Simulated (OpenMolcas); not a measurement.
# CH3NSn (SMILES [CH]1=[N][SnH2]1) at B86PBE/LANL2DZ (core potential)

We compute a geometry optimisation of CH3NSn. 

Program for the calculation: OpenMolcas 26.06.

## (1) The structure to begin with

CH3NSn: 6 atoms, total charge 0, spin state singlet. SMILES: `[CH]1=[N][SnH2]1`. The start is not the relaxed shape. The run starts from this shape.

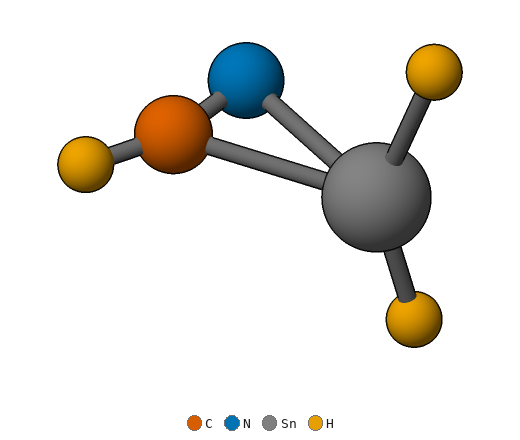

Viewed from a chosen angle; carbon orange, nitrogen blue, tin grey, hydrogen amber.

## (2) A structure relaxation at B86PBE/LANL2DZ (core potential)

mol.xyz reads:

```xyz
6

C      0.088747    -1.256849     0.027661
N     -0.955222    -0.858374    -0.048280
Sn     0.123570     1.049238    -0.204583
H      0.845871    -1.942831     0.106227
H      0.319505     1.410736    -1.726794
H     -0.233012     1.729713     1.510993
```

run.input reads:

```
>>> EXPORT MOLCAS_PRINT=2
&GATEWAY
Coord=mol.xyz
Basis=LANL2DZ
Group=NoSym
>>> EXPORT MOLCAS_MAXITER=60
>>> Do While
&SEWARD
&SCF
KSDFT=B86PBE
PrOrbitals=0
&SLAPAF
>>> EndDo
```

The run is started by

```
$ export MOLCAS_MEM=1860
$ pymolcas run.input > run.log
```

The program printed:

```text
--- Start Module: gateway ---

                                              &GATEWAY

                       available to each process: 1.9 GB of memory, 1 thread

++    Symmetry information:
      ---------------------

                    Character Table for C1

                             E
                    a        1  x, y, xy, Rz, z, xz, Ry, yz, Rx, I
--

++    Basis set information:
      ----------------------

      Basis set label: C.LANL2DZ.........

      Electronic valence basis set:
      ------------------
      Associated Effective Charge   6.000000 au
      Associated Actual Charge      6.000000 au
      Nuclear Model: Point charge

      Shell  nPrim  nBasis  Cartesian Spherical Contaminant
         s       9       3        X
         p       5       2        X

      Basis set label: N.LANL2DZ.........

[... 409 lines left out ...]
Iter      Energy       Change     Norm      Max    Element    Max     Element     Final Energy Update Update   Index
[... 325 lines left out ...]
       +  Value      Threshold Converged? +  Value      Threshold Converged? +
[... 301 lines left out ...]
 Convergence not reached yet!
[... 348 lines left out ...]
Iter      Energy       Change     Norm      Max    Element    Max     Element     Final Energy Update Update   Index
[... 300 lines left out ...]
       +  Value      Threshold Converged? +  Value      Threshold Converged? +
[... 298 lines left out ...]
 Convergence not reached yet!
[... 276 lines left out ...]
 *                                                       Final Results                                                       *
[... 24 lines left out ...]
      N-E     -0.3625 -0.0614  0.2921  0.2987 -0.0829 -0.0841

      Total electronic charge=   20.000000

      Total            charge=   -0.000000
--

++    Molecular properties:
      ---------------------

      Charge (e):
                      =   -0.0000
      Dipole Moment (debye):
      Origin of the operator (angstrom)=    0.5132    0.6467   -0.0355
                   X=  2.3779E+00               Y= -1.2788E+00               Z=  4.2527E-01           Total=  2.7332E+00
      Quadrupole Moment (debye*angstrom):
      Origin of the operator (angstrom)=    0.5132    0.6467   -0.0355
                  XX= -3.4654E+01              XY= -1.4934E+00              XZ= -4.6258E-01              YY= -2.2227E+01
                  YZ= -8.1932E-01              ZZ= -3.0552E+01
      In traceless form (debye*angstrom)
                  XX= -8.2642E+00              XY= -2.2400E+00              XZ= -6.9388E-01              YY=  1.0375E+01
                  YZ= -1.2290E+00              ZZ= -2.1111E+00
--

--- Stop Module: last_energy /rc=_RC_ALL_IS_WELL_ ---
--- Module last_energy spent 2 seconds ---

>>> END DO

.##################.
.# Happy landing! #.
.##################.

    Timing: Wall=85.59 User=67.93 System=17.40
```

Wall time 86 s (1 thread of Arm Neoverse V1, shared host); peak memory 0.38 GiB.

The path in brief:

```
step  energy from the first frame kept (eV)  largest force (eV/Å)
   0                                 0.0000               15.6351
   1                                -1.0759                4.6572
   2                                -1.5438                2.6355
   3                                -1.9072                1.7648
   4                                -1.9814                1.4712
   5                                -2.0967                0.6672
   6                                -2.1184                0.6760
   7                                -2.2002                0.9901
   8                                -2.2513                1.2662
   9                                -2.2960                1.2794
  10                                -2.3977                1.0496
  11                                -2.4851                0.7206
  12                                -2.5372                0.5017
  13                                -2.5524                0.3224
  14                                -2.5596                0.1802
  15                                -2.5615                0.1011
  16                                -2.5619                0.0366
  17                                -2.5620                0.0462
  18                                -2.5622                0.0481
  19                                -2.5623                0.0270
  20                                -2.5624                0.0200
  21                                -2.5624                0.0189
  22                                -2.5624                0.0147
```

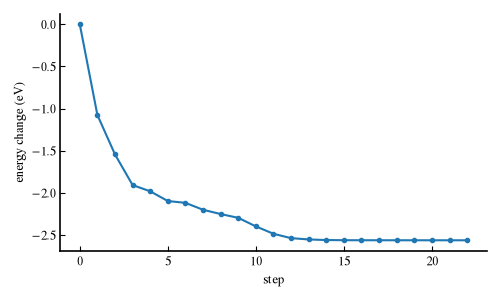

Energy along the run.

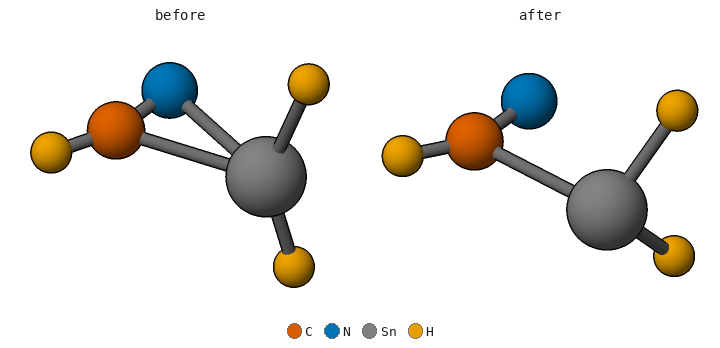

Before and after, at one scale.

After the run. Bond lengths: C1–N2 1.227 Å, C1–Sn3 2.409 Å, C1–H4 1.089 Å, Sn3–H5 1.767 Å, Sn3–H6 1.767 Å. Angles: N2–C1–Sn3 88.9°, N2–C1–H4 149.5°, Sn3–C1–H4 121.5°, C1–Sn3–H5 102.7°, C1–Sn3–H6 102.5°, H5–Sn3–H6 98.2°.

## (3) Results

At B86PBE/LANL2DZ (core potential):

```
               quantity         value
total energy at the end  -97.94052 Eh
          dipole moment        2.73 D
            HOMO energy      -5.62 eV
            LUMO energy      -3.30 eV
          HOMO–LUMO gap       2.32 eV
```

In words: At the final geometry: Bond lengths: C1–N2 1.227 Å, C1–Sn3 2.409 Å, C1–H4 1.089 Å, Sn3–H5 1.767 Å, Sn3–H6 1.767 Å. Angles: N2–C1–Sn3 88.9°, N2–C1–H4 149.5°, Sn3–C1–H4 121.5°, C1–Sn3–H5 102.7°, C1–Sn3–H6 102.5°, H5–Sn3–H6 98.2°. The optimisation took 22 steps and changed the energy by -2.562 eV. Bonds broke or formed on the way. Mulliken charges run from -0.36 on C1 to +0.30 on H4.
